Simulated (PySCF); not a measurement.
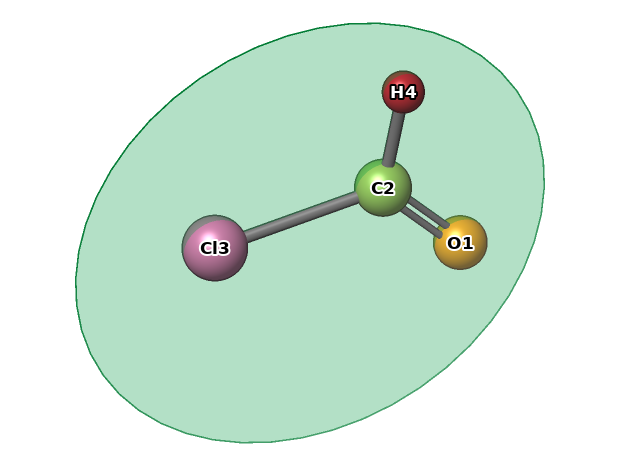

A disc through the centre of mass is drawn in. Depth is shown by fading: the farther an atom, the more it takes the colour of the background. Computed geometry: PBE0-D3(BJ)/def2-SVP optimisation. No frequency run is at hand to confirm it as a minimum.

Question: Is the plane of the disc a mirror plane of the structure?

Answer: Yes. The reflection leaves O1, C2, Cl3, H4 in place. The point group is Cs.
